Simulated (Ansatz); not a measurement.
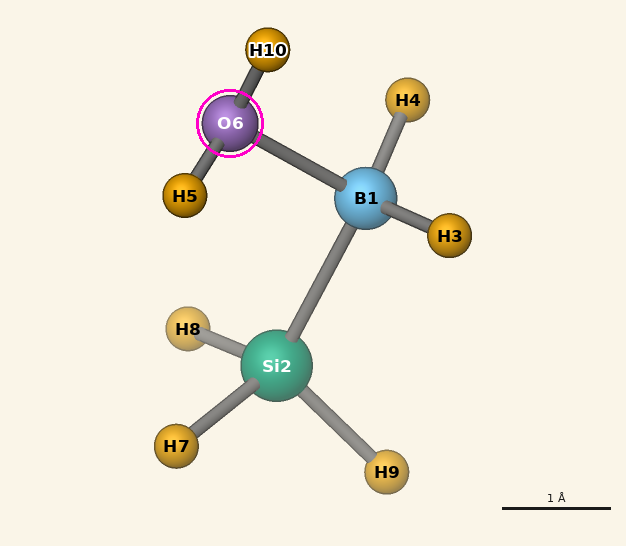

Orthographic view. Depth is shown by fading: the farther an atom, the more it takes the colour of the background. The geometry was computed by an optimisation with PBE0-D4/def2-TZVP.

Question: Name the neighbours of the circled atom.

Answer: The circled atom is O6; it is bonded to B1, H5, H10.

Question: Which two atoms are farthest apart in space?

Answer: H9 and H10, 4.99 Å.

Question: What is the shortest path along bonds from the circled atom to H8?

Answer: O6–B1–Si2–H8, 3 bonds; through space the two are 3.61 Å apart.

Question: Which atom is farthest from the viewer?

Answer: H8, 2.1 Å behind the mean position.
